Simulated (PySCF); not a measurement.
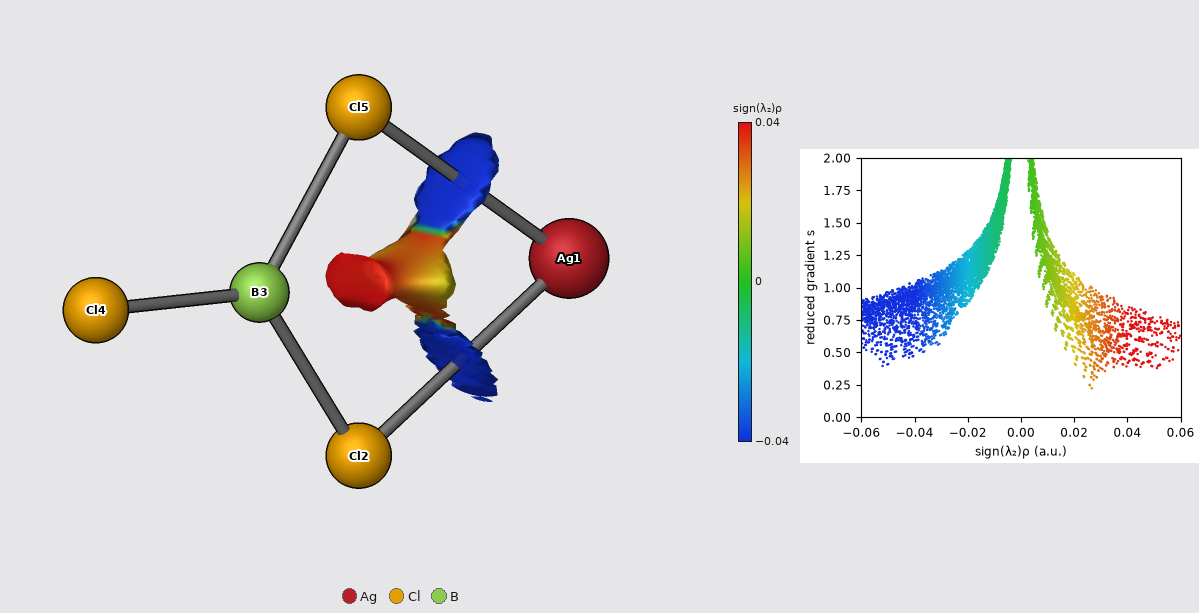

AgBCl3, charge +1, SMILES `[Ag+].ClB(Cl)Cl`. Non-covalent interaction surfaces between the fragments (reduced density gradient s = 0.5, coloured by sign(λ₂)ρ in a.u.; trimmed to the region between the fragments where ρ is under 0.06 a.u.). Fragment A: Ag(+1) (atom 1); fragment B: BCl3. The plot gives s against sign(λ₂)ρ for grid points between the fragments.

Level of theory: TPSS/def2-SVPD (PySCF), at a geometry from GFN2-xTB. Core potentials replace the inner electrons of Ag; spin–orbit coupling isn't included. GFN2-xTB bond lengths at metals and heavier atoms can be off by up to 0.1 Å and shapes distorted, which carries into these values.

Input

```python
import numpy as np
from pyscf import gto, scf, dft
from pyscf.scf import atom_ks, atom_hf
from scipy.linalg import block_diag
from pyscf.dispersion import dftd3

def solve(mol, dm0=None, hcore=None):
    mf = (dft.UKS if mol.spin else dft.RKS)(mol, xc='tpss')
    mf.grids.level = 3
    mf = mf.density_fit(auxbasis='def2-universal-jkfit')
    mf.conv_tol, mf.max_cycle = 1e-8, 80
    if hcore is not None:
        mf.get_hcore = lambda *args: hcore
    mf.kernel(dm0)
    if not mf.converged:
        mf = mf.newton().run(mf.mo_coeff, mf.mo_occ, max_cycle=30)
    assert mf.converged, 'SCF not converged'
    return mf

mol = gto.M(atom='''
Ag     1.64519     0.00024     0.00000
Cl    -0.48305    -1.45263     0.00000
B     -1.48845    -0.00123     0.00000
Cl    -3.14412     0.00042     0.00000
Cl    -0.48352     1.45189     0.00000
''', basis='def2-svpd', ecp={'Ag': 'def2-svpd'}, charge=1, spin=0, verbose=4)
mol_a = gto.M(atom='''
Ag     1.64519     0.00024     0.00000
ghost-Cl    -0.48305    -1.45263     0.00000
ghost-B     -1.48845    -0.00123     0.00000
ghost-Cl    -3.14412     0.00042     0.00000
ghost-Cl    -0.48352     1.45189     0.00000
''', basis='def2-svpd', ecp={'Ag': 'def2-svpd'}, charge=1, spin=0, verbose=4)
mol_b = gto.M(atom='''
ghost-Ag     1.64519     0.00024     0.00000
Cl    -0.48305    -1.45263     0.00000
B     -1.48845    -0.00123     0.00000
Cl    -3.14412     0.00042     0.00000
Cl    -0.48352     1.45189     0.00000
''', basis='def2-svpd', charge=0, spin=0, verbose=4)
ab, a, b = solve(mol), solve(mol_a), solve(mol_b)
e_int = ab.e_tot - a.e_tot - b.e_tot
print('counterpoise-corrected interaction energy / kcal/mol', e_int * 627.5095)
def disp(atoms, charge):
    m = gto.M(atom=atoms, charge=charge, basis='sto-3g', spin=None, unit='Bohr', verbose=0)
    return dftd3.DFTD3Dispersion(m, xc='tpss', version='d3bj').get_dispersion()['energy']
e_disp = disp(mol._atom, mol.charge) - disp(mol._atom[:1], mol_a.charge) - disp(mol._atom[1:], mol_b.charge)
print('D3(BJ) part / kcal/mol', e_disp * 627.5095)
# spherically averaged free atoms, for the promolecule
atom_ks.AtomSphAverageRKS.init_guess_by_vsap = lambda self, mol=None: self.init_guess_by_minao(mol)  # core potentials
atm = atom_ks.get_atm_nrks(mol, xc='tpss')
pro = block_diag(*[(atm[a[0]][2] * atm[a[0]][3]) @ atm[a[0]][2].T for a in mol._atom])
np.savez('result.npz', e_int=e_int, e_disp=e_disp, dm_a=a.make_rdm1(), dm_b=b.make_rdm1(), c=ab.mo_coeff, occ=ab.mo_occ, eps=ab.mo_energy, pro=pro, d=[f.dip_moment(verbose=0) for f in (ab, a, b)])
```

Run with:

```sh
OMP_NUM_THREADS=1 python input.py
```

The run took 92 s on 1 thread of Intel(R) Xeon(R) Processor @ 2.70GHz (shared host), peak memory 0.59 GiB.

Partitions, critical points and surface values were worked out afterwards from this run's density.

Interpret the surfaces between the fragments.

Bond critical points between the fragments: Ag1···Cl5, 2.58 Å, ρ = 0.047 a.u.; Ag1···Cl2, 2.58 Å, ρ = 0.047 a.u. The strongest appears blue (attractive, sign(λ₂)ρ well below zero). Several contacts close a ring, whose ring point adds a part with positive λ₂ between them. The pose is a local one from a semi-empirical search, not shown to be the most stable. With a charged fragment, long-range electrostatics, which these surfaces don't show, weighs heavily in the interaction energy.

How strongly are they bound?

The counterpoise-corrected interaction energy of the frozen fragments is −27.7 kcal/mol without dispersion correction and −30.6 kcal/mol with D3(BJ). D3 uses neutral-atom coefficients and tends to overbind metal cations. The pair geometry is semi-empirical, not a minimum at this level.
